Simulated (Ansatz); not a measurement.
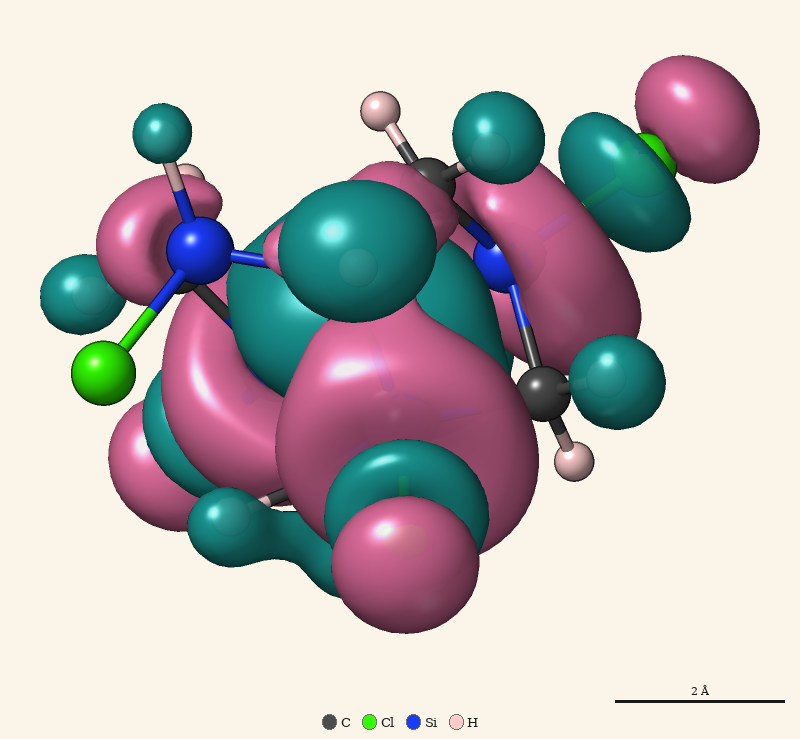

*C6H12Cl4Si4. One frontier orbital at ±0.06 Å⁻³ᐟ² (teal and pink are the two phases), seen from one side.*

Geometry: r2SCAN-D4/def2-SVP.

Method: isolated molecule in a Gaussian basis; Kohn-Sham density functional theory, functional PBE0 in Ansatz.

Input

```
crystal:
  periodic: [false, false, false]
  atoms:
    - {symbol: C, position_ang: [-1.748135, -0.298671, -2.592587]}
    - {symbol: C, position_ang: [1.226336, 0.489562, -2.431303]}
    - {symbol: C, position_ang: [-0.353238, 1.499541, 0.065029]}
    - {symbol: C, position_ang: [-1.044187, 0.121698, 0.384029]}
    - {symbol: C, position_ang: [1.872266, -0.286259, 0.437976]}
    - {symbol: C, position_ang: [0.250426, -2.193392, -1.260586]}
    - {symbol: Cl, position_ang: [-3.291629, -2.041387, -0.378134]}
    - {symbol: Cl, position_ang: [0.377134, -1.839483, -4.493067]}
    - {symbol: Cl, position_ang: [2.585963, 2.804831, -0.593064]}
    - {symbol: Cl, position_ang: [0.014115, -2.556047, 1.992117]}
    - {symbol: Si, position_ang: [-2.427930, -0.195726, -0.841902]}
    - {symbol: Si, position_ang: [0.017241, -0.939255, -2.642452]}
    - {symbol: Si, position_ang: [1.349273, 1.132332, -0.672262]}
    - {symbol: Si, position_ang: [0.272975, -1.274150, 0.378630]}
    - {symbol: H, position_ang: [-3.498150, 0.836268, -0.726415]}
    - {symbol: H, position_ang: [-2.404323, -0.970905, -3.172725]}
    - {symbol: H, position_ang: [-1.799117, 0.690102, -3.082728]}
    - {symbol: H, position_ang: [2.232670, 0.142273, -2.731613]}
    - {symbol: H, position_ang: [0.954932, 1.301781, -3.129190]}
    - {symbol: H, position_ang: [-0.966394, 2.155914, -0.581552]}
    - {symbol: H, position_ang: [-0.199815, 2.069734, 0.997602]}
    - {symbol: H, position_ang: [-1.504257, 0.141482, 1.388917]}
    - {symbol: H, position_ang: [2.751767, -0.851464, 0.090479]}
    - {symbol: H, position_ang: [2.069487, 0.084199, 1.459256]}
    - {symbol: H, position_ang: [-0.571712, -2.929085, -1.296506]}
    - {symbol: H, position_ang: [1.198878, -2.745110, -1.385059]}
basis:
  gaussian:
    orbitals: def2-SVP
hamiltonian:
  xc: pbe0
output: {forces: true, orbitals: {seedname: orbitals}}
```

Command:

```sh
ansatz run input.yaml --threads 8 --pin off --max-ram 13920MiB --events-out events.jsonl --progress --plain --runs-dir runs
```

**Which orbital is it: HOMO or LUMO?**

The LUMO, at −0.48 eV. Its weight (Hirshfeld) is mainly on Si14 (about 15 %), Si13 (about 15 %), Si12 (about 15 %), Cl10 (about 10 %), Cl9 (about 5 %) and Cl8 (about 5 %).
